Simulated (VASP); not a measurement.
Band structure of Au (fcc). Method: rev-vdW-DF2, VASP's PBE PAW potentials (set 64) (plane waves; VASP 6.6.1).

Unless said otherwise, spin-orbit coupling is left out, though it shifts the bands of the heavy elements here.

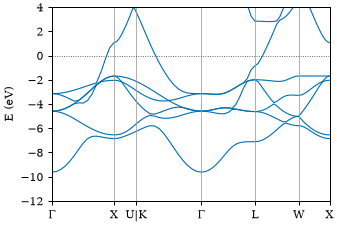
*Bands along high-symmetry lines, zero at the valence-band maximum or, without a gap, the Fermi level*

Q: Read the plot: is there a gap, and where are the band edges?

A: It has no gap at this level: it comes out as a metal or semimetal. (Edges off the drawn lines would not show.)

The compound is Au in the fcc structure. It was relaxed first.
